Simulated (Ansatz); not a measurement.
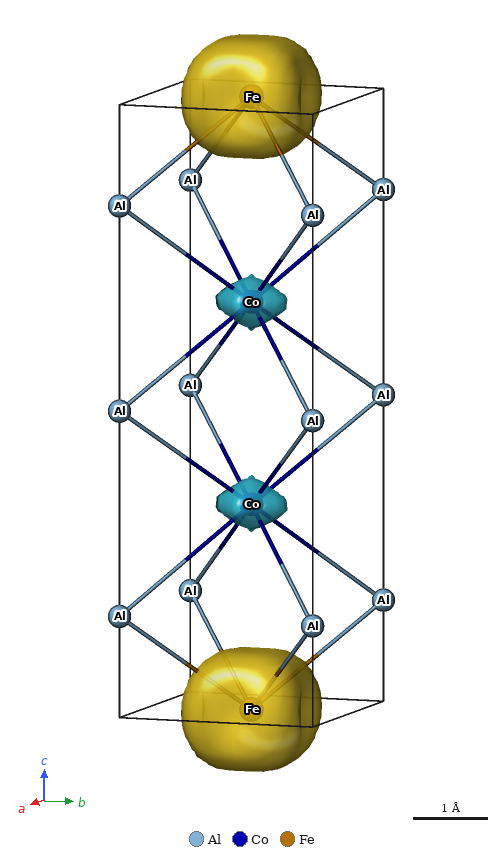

Al$_{3}$FeCo$_{2}$. Isosurfaces of the magnetisation density (up minus down) at +0.015 (yellow) and −0.015 e/Å³ (cyan), seen slightly off an axis. Sticks mark near contacts.

Space group P4/mmm; a structure generated by program, which may or may not match a known phase; changed on purpose from its base cell (volume × 0.94, shape and atoms relaxed); computed pressure about 13 GPa in this cell; spin-polarised.

Method: Ansatz, DFT PBE, scalar-relativistic, plane waves, PAW.

Core electrons are frozen (PAW), and the valence fields are smoothed inside the atomic spheres.

```cif
data_structure
_symmetry_space_group_name_H-M 'P 1'
_symmetry_Int_Tables_number 1
_cell_length_a 2.7973
_cell_length_b 2.7973
_cell_length_c 8.4119
_cell_angle_alpha 90.000
_cell_angle_beta 90.000
_cell_angle_gamma 90.000
_cell_volume 65.82
loop_
_atom_site_label
_atom_site_type_symbol
_atom_site_fract_x
_atom_site_fract_y
_atom_site_fract_z
_atom_site_occupancy
Al1 Al 0.00000 0.00000 0.83495 1
Al2 Al 0.00000 0.00000 0.16505 1
Al3 Al 0.00000 0.00000 0.50000 1
Co1 Co 0.50000 0.50000 0.33471 1
Co2 Co 0.50000 0.50000 0.66529 1
Fe1 Fe 0.50000 0.50000 0.00000 1
```

Q: Where is the spin, and how is it ordered?

A: The spin density sits on Fe: +0.3 μB in one cell of 6 atoms: parallel main moments, as they must be, since the calculation's own cell holds one magnetic site. The cell of the calculation (6 atoms) carries 0.3 μB of net spin moment.
